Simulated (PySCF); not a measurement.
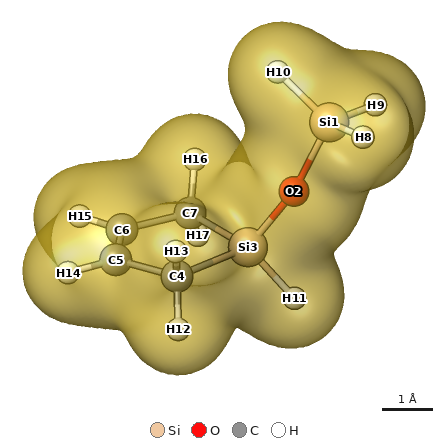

*C4H10OSi2 (SMILES [SiH3]O[SiH]1CC=CC1). Isosurface of the electron density at 0.05 e/Å³ (yellow), seen at an oblique angle.*

Geometry: GFN2-xTB.

The calculation used PySCF, PBE0/pcSseg-1, SCF density, gas phase, non-relativistic.

The calculation's input:

```
{"job": {"kind": "nmr", "xc": "PBE0", "basis": "pcSseg-1"}, "charge": 0, "multiplicity": 1}
Si     2.849055    -1.089327     0.247030
O      1.444985    -0.749697    -0.486678
Si     0.059000    -0.050758    -0.957760
C     -1.480941    -0.925728    -0.256597
C     -2.172961     0.140599     0.541141
C     -1.622251     1.339366     0.626916
C     -0.322106     1.596008    -0.077748
H      3.108259    -2.492220    -0.067024
H      3.853342    -0.190005    -0.318983
H      2.683423    -0.869037     1.683653
H      0.154525     0.019209    -2.414977
H     -2.153686    -1.304414    -1.027081
H     -1.242154    -1.775665     0.385903
H     -3.104864    -0.105424     1.031141
H     -2.071081     2.144654     1.191984
H      0.442921     1.882739     0.647070
H     -0.432465     2.441728    -0.757899
```

Command:

```sh
OMP_NUM_THREADS=1 python probes_run.py task.json out
```

### Which contacts does the surface bridge?

At this value the surface is in one piece. It bridges the sampled C–C (1.32 Å), Si–O (1.62 Å), C–Si (1.90 Å) and C–H (1.08 Å) contacts, where the density stays above the isovalue. On the grid the lowest density along these lines, outside the cores, is 2.3 e/Å³ (C–C, 1.32 Å), 0.96 e/Å³ (Si–O, 1.62 Å), 0.78 e/Å³ (C–Si, 1.90 Å) and 1.9 e/Å³ (C–H, 1.08 Å).
